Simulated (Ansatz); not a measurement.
Amorphous Ga₂₄O₃₉Y₂

The cell was made by melting and quenching with the CHGNet potential and then relaxed with DFT. O atoms were pushed apart under 1.9 Å during the dynamics, to hinder bonds among them. The hot cell started wider than the set density and was brought back towards it in steps. It is the lowest in DFT energy of 2 quenches. It is a model cell: composition and starting density were chosen by hand, and all elements were melted together. No dispersion term was used.

Methods: PBE, scalar-relativistic without spin-orbit coupling (Ansatz, a program for electronic structure); r2SCAN, scalar-relativistic without spin-orbit coupling (Ansatz); HSE06, scalar-relativistic without spin-orbit coupling (Ansatz). Geometry, pressure, stress and energy are those of the PBE run. Its sampling: a 2×2×2 Γ-centred mesh; Fermi-Dirac width 0.02 eV; no spin polarisation. Other functionals are single points at the zone centre (r2SCAN at 500 eV; exact exchange cut at the cell's faces), free to take moments where seeds were set. At PBE the levels at the filled edge of the gap are localised (band-tail or defect states), and the nearest spread-out levels lie 2.2 eV apart at the zone centre.

| Quantity | Result |
|---|---|
| Number of atoms in the cell | 65 |
| Density (held, not predicted) | 5.01 g/cm^3 |
| Volume per atom | 12.63 Å^3 |
| Pressure on a 2×2×2 Γ-centred mesh | 0.58 GPa |
| Largest force and stress component on that mesh (the relaxation ran on the zone centre alone) | 0.05 eV/Å and 0.6 GPa |
| Level gap on a 2×2×2 Γ-centred mesh (PBE) | 1.66 eV |
| Level gap at the zone centre (PBE) | 1.64 eV |
| Level gap at the zone centre (r2SCAN) | 2.16 eV |
| Level gap at the zone centre (HSE06) | 3.28 eV |

Cut-offs for bonds: Ga-Ga 2.68 Å, Ga-O 2.56 Å, Ga-Y 3.21 Å, O-O 1.58 Å, O-Y 2.82 Å, Y-Y 3.74 Å. Two cations that share two anions don't count as bonded, nor two that share one unless they lie closer than Ga-Ga 2.61 Å, Ga-Y 3.12 Å, Y-Y 3.64 Å.

```yaml
Mean coordination of Ga by anions: 4.54 (12 with 4, 11 with 5, 1 with 6)
Mean coordination of O: 3.15 (1 with 2, 31 with 3, 7 with 4)
Mean coordination of Y by anions: 7.00 (1 with 6, 1 with 8)
Mean Ga-O bond: 1.939 Å (spread 0.121 Å, 109 counted)
Mean O-Y bond: 2.378 Å (spread 0.152 Å, 14 counted)
```

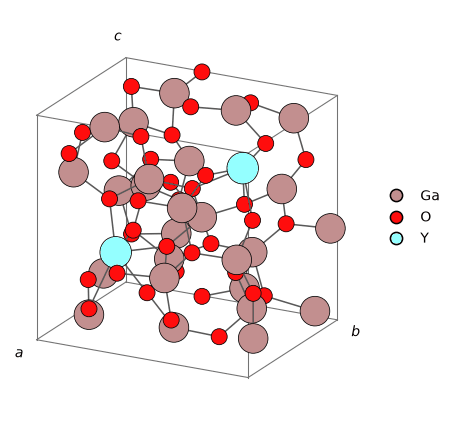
Figure. The relaxed cell

Its density started from a set value of 5.01 g/cm³. The quench (nominally 220 K/ps over its main leg) was far faster than any real one, so the model tends to hold more defects than a real film. One small periodic cell is one sample of the glass; other quenches scatter about these values. The volume was held where the preparation left it and the shape relaxed, at a PBE pressure of 0.6 GPa. Stress components on the final sampling reach 0.6 GPa.
